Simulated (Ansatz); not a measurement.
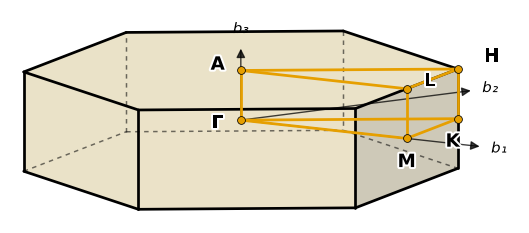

For Y, the input geometry of an electronic-structure calculation (not necessarily at equilibrium); the starting structure was generated, so it need not be a known form of this composition: the figure shows the first Brillouin zone with its special points and a band path. Symmetry computed with spglib at a tolerance of 0.002 Å; standard conventional cell.

Labels and path follow the convention of Hinuma et al. (2017), as computed by seekpath; the arrows show the directions of the reciprocal primitive vectors b₁, b₂, b₃.

### Name the Bravais lattice of the crystal.

A primitive hexagonal lattice (hP; extended symbol hP2). The zone is a hexagonal prism in its combinatorial type: 8 faces (6 with 4 edges, 2 with 6 edges), 18 edges, 12 vertices.

### In which order does the conventional band path visit the special points?

Γ–M–K–Γ–A–L–H–A | L–M | H–K
